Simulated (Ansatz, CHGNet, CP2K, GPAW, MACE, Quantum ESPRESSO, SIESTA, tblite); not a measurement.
**Other levels on random packing of 41In2S3-59GeS2 (mol %) (84 atoms)**

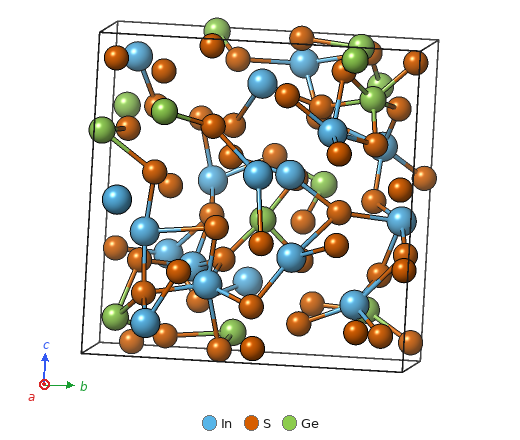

The cell (indium blue, sulfur orange, germanium green). Bonds to atoms that aren't drawn are left out.

Density of this cell: 3.95 g/cm³. The cell holds 84 atoms: 18 In, 53 S and 13 Ge. Its edges and angles: a = 12.555 Å, b = 12.555 Å, c = 12.555 Å, α = 90.0°, β = 90.0°, γ = 90.0°. 84 atoms (18 In, 53 S, 13 Ge) packed at random in a cube at 3.95 g/cm³ and pushed apart as soft spheres, cations and anions kept from their own kind; a start for melting by ab initio MD, not an equilibrated structure. Then every atom was moved at random, 0.03 Å r.m.s. a Cartesian component.

Geometry: as built.

The reference, a calculation:

```
method                 : Kohn-Sham DFT, PBE, SSSP efficiency 1.3.0 pseudopotentials, plane waves (Quantum ESPRESSO 7.5); sssp-pbe-1.3.0-efficiency, cutoffs 45/360 Ry, Γ point
r.m.s. force component : 0.7479 eV/Å
longest force          : 2.856 eV/Å
pressure               : 2.369 GPa
time                   : 13 min on 4 MPI ranks of Arm Neoverse V2, shared host
CPU time               : 54 min
```

Runs, in no order:
A. tblite IPEA1-xTB: IPEA1-xTB tight binding, diagonalisation
B. CP2K PBE+rVV10L, DZVP-MOLOPT-SR, 350/50 Ry, diagonalisation: Kohn-Sham DFT, PBE+rVV10 (b = 10, rVV10L), GTH-PBE pseudopotentials, Gaussian and plane waves, DZVP-MOLOPT-SR-GTH, diagonalisation
C. MACE MP-0b2 small potential: machine-learned interatomic potential MACE MP-0b2 small, trained on PBE(+U) plane-wave data
D. CP2K PBE, DZVP-MOLOPT-SR, 350/50 Ry, diagonalisation: Kohn-Sham DFT, PBE, GTH-PBE pseudopotentials, Gaussian and plane waves, DZVP-MOLOPT-SR-GTH, diagonalisation
E. GPAW RPBE, LCAO dzp, h 0.2 Å: Kohn-Sham DFT, RPBE, PAW, atomic orbitals (dzp)

Q: Order them from the smallest to the largest r.m.s. force difference.

D, B, E, C, A.

```tsv
run	Δ force, r.m.s. (meV/Å)	share of r.m.s. force (%)	CPU time
D. CP2K PBE, DZVP-MOLOPT-SR, 350/50 Ry, diagonalisation	41.7	5.57	6.4 min
B. CP2K PBE+rVV10L, DZVP-MOLOPT-SR, 350/50 Ry, diagonalisation	59.7	7.99	13 min
E. GPAW RPBE, LCAO dzp, h 0.2 Å	158	21.2	5.1 min
C. MACE MP-0b2 small potential	299	40.0	5.3 s
A. tblite IPEA1-xTB	593	79.2	8.5 s
```

Periodic xTB results under one method name differ between programs and library versions. Machine-learned potentials mimic data converged in k, so the reference's own k-point error enters their differences. The electronic-structure runs sample only Γ, in a cell whose shortest periodic width is 13 Å, which is coarse for a cell with partly filled levels.

[Logs are printed without paths, hosts, clocks, repeated set-up lines and the standing remarks that a program may print on its own settings, such as how far it seeks lower states.]

[Hosts, paths, dates, database ids (printed as entryN), source tags and the programs' standing remarks are cut or masked in the printed files.]
